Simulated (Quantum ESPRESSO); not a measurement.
Consider SiO2 (Quartz, P3_121).

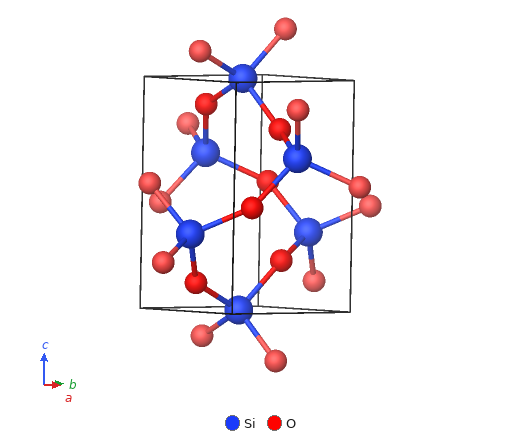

The structure (silicon blue, oxygen red). Some periodic images of atoms are drawn too.

```
Si O
1.0
     4.91580    0.00000    0.00000
    -2.45790    4.25721    0.00000
     0.00000    0.00000    5.40910
Si O
3 6
Cartesian
  1.1545 1.9996 0.0000
  -1.3034 2.2576 3.6061
  2.6068 0.0000 1.8030
  3.5384 1.1409 2.4467
  2.1585 2.4939 4.2497
  1.6768 0.6224 0.6437
  -0.7811 3.6348 2.9624
  1.0805 3.1163 1.1594
  -0.2994 1.7633 4.7654
```

Absorber: atom 1, with 4 O at 1.61 Å (tetrahedral, site symmetry 2). Method: Quantum ESPRESSO XSpectra, PBE, full core hole (charged cell), 9-atom cell with 4.9 Å between holes, 5×5×4 k points, dipole transitions, Lorentzian half width 0.3 eV up to 4 eV, rising linearly to 2.5 eV at 25 eV (counted from xe0, 2.7 eV below the zero used here).

Question: Where do the maxima of the Si L₃ edge fall?

Main maxima up to 24 eV above the zero (height): 1.6 eV (1.19), 2.9 eV (1.43), 9.2 eV (1.24) and 20.8 eV (1.47). At an L edge the dipole rule allows s and d final states: the first features are the absorber's empty s states, and d weight takes over some eV higher. The total-energy difference plus the lowest empty eigenvalue puts the zero at 104.81 eV. Two terms are added: -0.84 eV, since the hole is spin-paired here and a spin-polarised one costs that much less in the free atom (computed apart); −0.20 eV, a third of the tabulated L₂–L₃ splitting, since the scalar-relativistic hole is their mean. The photon energy is then 103.76 eV. The tabulated edge of the element is 99.2 eV. The functional and the charged cell's background leave an error of a few eV in such absolute values.

The Si L₃ spectrum (energy from the lowest empty level; intensity scaled to a mean of 1 over the first 20 eV; the points at xe0, where the cut of filled states can leave a spike, are interpolated; polarised curves are means over the symmetry-equivalent atoms):

```tsv
E (eV)	isotropic	ε ⊥ c	ε ∥ c
-2.0	0.03	0.03	0.03
-0.5	0.08	0.08	0.08
1.0	0.56	0.57	0.55
2.5	1.25	1.29	1.19
4.0	0.85	0.83	0.89
5.5	0.73	0.74	0.73
7.0	0.78	0.78	0.80
8.5	1.12	1.14	1.08
10.0	1.14	1.13	1.15
11.5	0.93	0.89	1.00
13.0	0.87	0.87	0.89
14.5	0.94	0.96	0.90
16.0	1.08	1.09	1.06
17.5	1.25	1.24	1.26
19.0	1.40	1.39	1.42
20.5	1.46	1.45	1.48
22.0	1.45	1.44	1.47
23.5	1.42	1.41	1.43
25.0	1.39	1.39	1.39
26.5	1.34	1.35	1.32
28.0	1.26	1.27	1.24
29.5	1.19	1.19	1.18
31.0	1.10	1.10	1.10
```

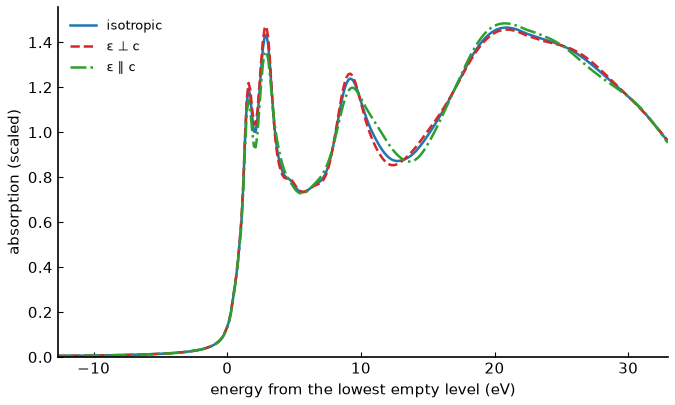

The Si L₃ edge.

Only the L₃ part is meant: spin–orbit coupling of the core level isn't computed and the L₂ copy isn't added. The holes are only 4.9 Å apart, so the shape is probably not converged with cell size; no larger cell was run here. Lifetime broadening is put in by hand, and intensities beyond about 20 eV depend on it and on the partial waves. The structure is a published determination, not relaxed.

[Banner, clock and machine lines of the logs are left out without a mark of their own.]

[Logs are printed without paths, hosts, clocks, repeated set-up lines and the standing remarks that a program may print on its own settings, such as how far it seeks lower states.]

[Hosts, paths, dates, database ids (printed as entryN), source tags and the programs' standing remarks are cut or masked in the printed files.]

[Lists of maxima count a maximum above −3 eV only where it reaches 4 % of the highest in the window and stands out from its surroundings by 2 % of it (1.5 % where it reaches 55 %); shoulders and weaker maxima are passed over, and of the rest the first, up to two pre-edge ones and the few strongest are named.]
